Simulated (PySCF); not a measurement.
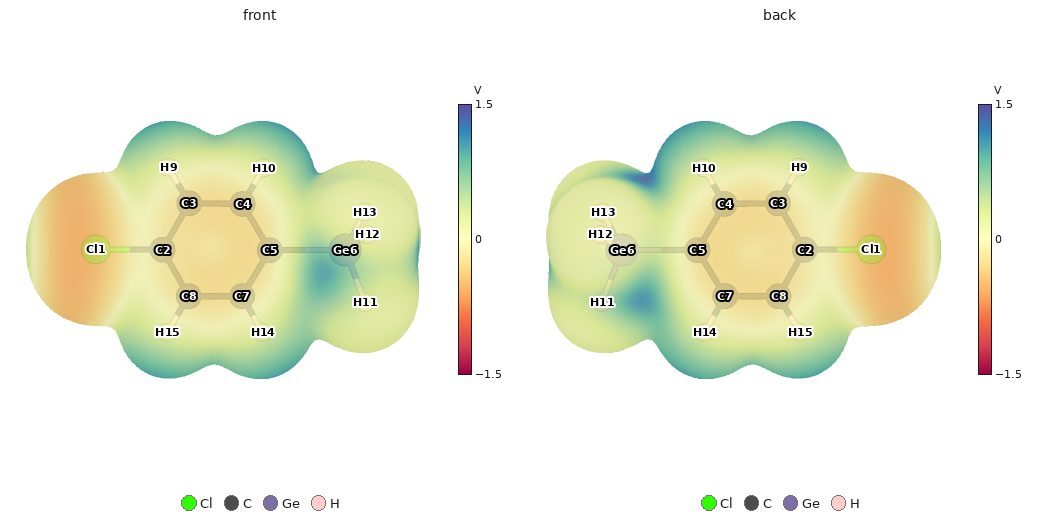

Figure. C₆H₇ClGe. The molecular electrostatic potential painted on the density surface at 0.002 e/bohr³, seen from the front and from behind; the colour scale runs from red (negative) to blue (positive).

Geometry: GFN2-xTB.

Theory: CAM-B3LYP/def2-SVPD, SCF density, gas phase in PySCF.

| atom | x (Å) | y (Å) | z (Å) |
| --- | --- | --- | --- |
| Cl | -3.8584 | -0.5482 | 0.1367 |
| C | -2.1469 | -0.3064 | 0.0717 |
| C | -1.6154 | 0.9219 | 0.4320 |
| C | -0.2464 | 1.1031 | 0.3822 |
| C | 0.6016 | 0.0781 | -0.0215 |
| Ge | 2.5320 | 0.3648 | -0.0888 |
| C | 0.0427 | -1.1423 | -0.3790 |
| C | -1.3247 | -1.3438 | -0.3361 |
| H | -2.2680 | 1.7212 | 0.7483 |
| H | 0.1726 | 2.0598 | 0.6648 |
| H | 3.2455 | -0.9318 | -0.2856 |
| H | 2.9057 | 1.2779 | -1.2119 |
| H | 3.0183 | 1.0000 | 1.1731 |
| H | 0.6887 | -1.9508 | -0.6946 |
| H | -1.7517 | -2.2954 | -0.6133 |

Describe the electrostatic potential map.

Answer. The most negative region (about −0.5 V) lies over Cl1, the most positive (about +1.2 V) over Ge6. Cl1 shows a σ-hole: about +0.4 V at the tip opposite its bond, against about −0.4 V on its flanks.
